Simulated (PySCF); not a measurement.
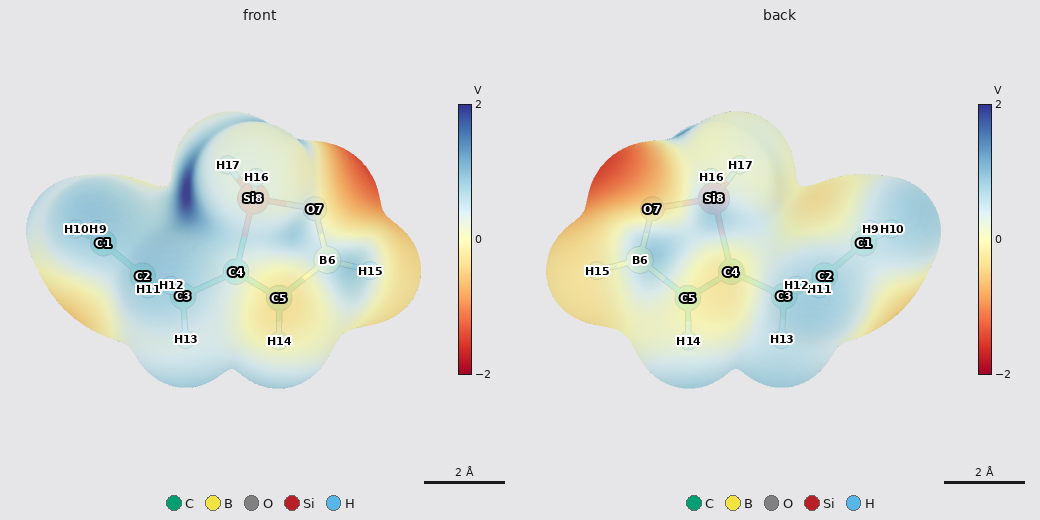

C5H9BOSi (SMILES C=CCC1=CBO[SiH2]1). The electrostatic potential painted on the density surface at 0.002 e/bohr³, seen from the front and from behind; the colour scale runs from red (negative) to blue (positive).

Geometry: GFN2-xTB.

Level of theory: PySCF 2.14.0, CAM-B3LYP/def2-SVPD, SCF density, gas phase.

The calculation's input:

```
{"job": {"kind": "uv", "xc": "CAM-B3LYP", "basis": "def2-SVPD", "nstates": 8, "ntriplets": 3}, "charge": 0, "multiplicity": 1}
C     -2.654604     0.668678    -0.963426
C     -1.835262    -0.338805    -0.728842
C     -1.012667    -0.492620     0.514310
C      0.435398    -0.290651     0.180318
C      1.397284    -1.226628     0.265385
B      2.789745    -0.678856    -0.188116
O      2.722756     0.619279    -0.568970
Si     1.223328     1.305850    -0.474022
H     -2.806383     1.455328    -0.242180
H     -3.215591     0.747475    -1.879381
H     -1.695527    -1.116099    -1.468799
H     -1.321993     0.253081     1.251024
H     -1.164011    -1.491398     0.935265
H      1.180020    -2.229063     0.615550
H      3.813535    -1.245043    -0.232654
H      1.305352     2.383713     0.504847
H      0.831621     1.687790    -1.824313
```

Run with:

```sh
OMP_NUM_THREADS=1 python probes_run.py task.json out
```

Which sites attract a positive test charge, and which a negative one?

Answer. A positive charge is drawn to the negative regions and a negative charge to the positive ones. The most negative region (about −1.4 V, or −32 kcal/mol for a unit charge) lies over O7, the most positive (about +1.8 V, or +42 kcal/mol for a unit charge) over Si8. O7 is the likeliest acceptor of a hydrogen bond.

What dipole moment does the calculation give?

Answer. Its dipole moment is 2.22 D.
